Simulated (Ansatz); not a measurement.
The starting structures come from a database of crystals and need not be the phases stable at ambient conditions.

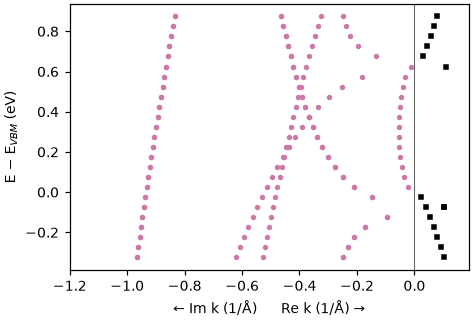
Figure. Complex bands at the centre of the two-dimensional zone; r2SCAN (Ansatz, an electronic-structure program)

The gap is the functional's own, uncorrected, and κ follows it; spin-orbit coupling is left out. Mid-gap values are interpolated between the computed energies.

Q: This is CsCd₄As₃ (P4/mmm, not sure to be the ambient phase, 8 atoms a cell, 28.2 Å³ an atom) along the normal of (001). Read off the slowest decay at the centre of the two-dimensional zone at 0.33 eV, the computed energy nearest the middle of the gap.

A: κ ≈ 0.05 1/Å, a decay length 1/(2κ) of the density of 9.1 Å.
